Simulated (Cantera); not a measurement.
A closed system holds: 1 mol Al₂O₃, 300 mol H₂, 0.4 mol N₂, held at 1500 K.

Equilibrium computed with Cantera from the NASA thermochemical tables; the gas is ideal and each condensed phase is pure. Candidate condensed phases: Al, AlN, Al₂O₃, H₂O; 35 gas species. Mutual solubility and eutectic melting of coexisting phases are not modelled. The numbers say what is thermodynamically allowed, not how fast it happens.

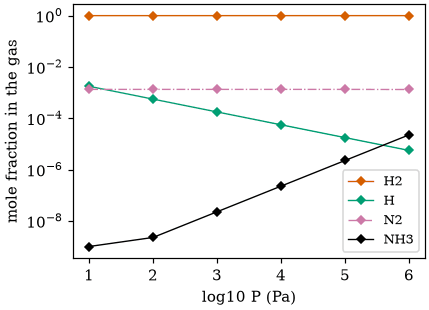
Equilibrium gas composition (values under 1e-9 drawn at 1e-9)

### Question
Read off the mole fractions at 1.00 bar.

### Answer
H₂ about 1.00, N₂ about 0.0013, H about 1.8e-5, NH₃ about 2.3e-6.
